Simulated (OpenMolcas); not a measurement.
```
&GATEWAY
Basis set
Ni.ANO-RCC-VDZP.
Ni1 0.0 0.0 0.0 Angstrom
End of basis
Basis set
F.ANO-RCC-VDZP.
L1 1.249386 1.249386 1.249386 Angstrom
L2 1.249386 1.249386 -1.249386 Angstrom
L3 1.249386 -1.249386 1.249386 Angstrom
L4 1.249386 -1.249386 -1.249386 Angstrom
End of basis
Basis set
Ca.EMB-AIMP.Pascual.0s.0s.ECP.CaF2.
PseudoCharge
* 21 symmetry-unique lattice sites within 7.6 angstrom
End of basis
Basis set
F.EMB-AIMP.Pascual.0s.0s.ECP.CaF2.
PseudoCharge
* 40 symmetry-unique lattice sites within 7.6 angstrom
End of basis
Symmetry
XYZ
AngMom=0.0 0.0 0.0
AMFI
RICD
XField
1348 Angstrom 0
* Evjen-weighted lattice charges
&SEWARD
&RASSCF
FileOrb=start.orb
Symmetry=1
Spin=3
nActEl=8 0 0
Inactive=23 26
Ras2=5 0
CIRoot=10 10 1
SDav=10
CIMx=300
Iter=150 100
PrWF=0.3
OrbListing=Nothing
MaxOrb=0
LevShft=1.0
>>> COPY $Project.JobIph JOB001
&RASSCF
FileOrb=start.orb
Symmetry=1
Spin=1
nActEl=8 0 0
Inactive=23 26
Ras2=5 0
CIRoot=15 15 1
SDav=15
CIMx=300
Iter=150 100
PrWF=0.3
OrbListing=Nothing
MaxOrb=0
LevShft=1.0
>>> COPY $Project.JobIph JOB002
&RASSI
NrOfJobIphs=2 10 15
1 2 3 4 5 6 7 8 9 10
1 2 3 4 5 6 7 8 9 10 11 12 13 14 15
IphNames
JOB001
JOB002
EJob
SpinOrbit
DIPRint=1.0
SOCoupling=1000.0
Subsets=2
Property=9
'ANGMOM' 1 'ANGMOM' 2 'ANGMOM' 3 'MLTPL  1' 1 'MLTPL  1' 2 'MLTPL  1' 3
'AMFI' 1 'AMFI' 2 'AMFI' 3
SOProperty=3
'ANGMOM' 1 'ANGMOM' 2 'ANGMOM' 3
```

Run as:
```bash
OMP_NUM_THREADS=1 MOLCAS_MEM=2457 MOLCAS_PROJECT=a pymolcas a.inp > a.log  # once for each step of the input, in one work folder
```

Level of the calculation: state-averaged CASSCF, active space 8 electrons in the shell 3d, basis ANO-RCC-VDZP on all atoms, DKH2 scalar Hamiltonian, spin-orbit coupling by RASSI with atomic mean-field integrals (OpenMolcas).

Ni²⁺ (3d⁸) as a dopant in CaF₂, a cluster with its 8 nearest F⁻ at 2.164 Å (cube) embedded in model potentials and point charges; the geometry was set, not optimised. The cluster and the levels that result:

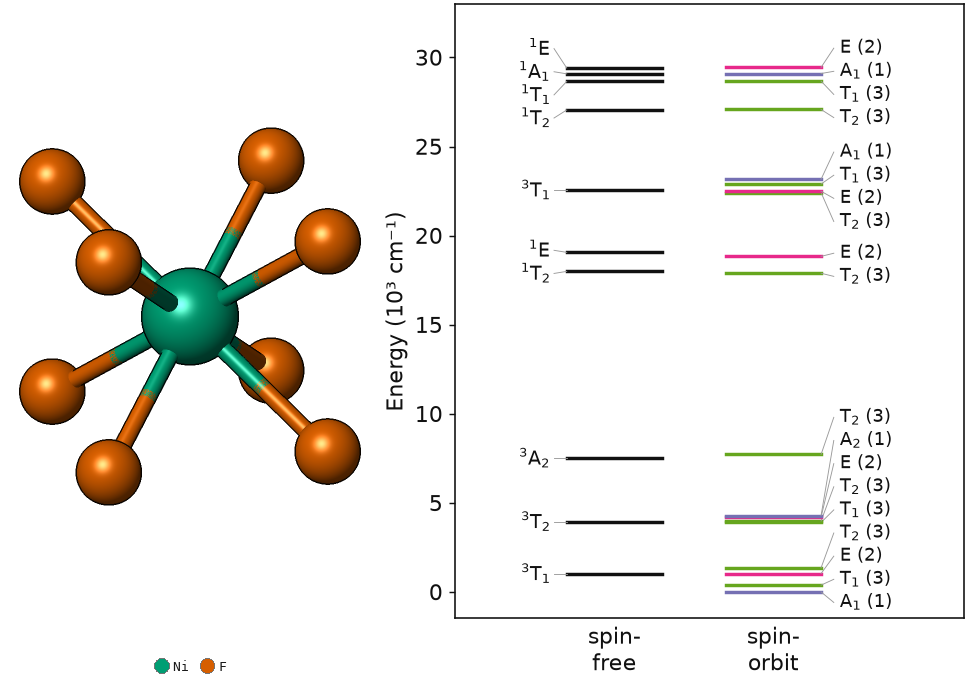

Labels give the representation in O, Td, D4 or D3 as the site allows (double group for half-integer spin) where it could be assigned and, in brackets, the degeneracy; spin-free states, where drawn, share the zero of the spin-orbit levels.

The ground level is A₁, non-degenerate, 100 % from states of spin multiplicity 3. The next level lies at 383 cm⁻¹ (T₁). The lowest spin-free state is ³T₁, from the free-ion F term; of the same spin there follow at 2,920 cm⁻¹ (³T₂), 6,480 cm⁻¹ (³A₂) and 21,500 cm⁻¹ (³T₁) above it. A ligand-field fit to the spin-free states gives |10Dq| = 3,460 cm⁻¹, B = 1,280 and C = 4,710 cm⁻¹ (rms misfit 50 cm⁻¹). The active orbitals hold 97 to 99 % metal character (Löwdin), and the Mulliken charge of the metal is +1.60.

Limits of the model: the geometry is set by hand, with no relaxation and no charge compensation.
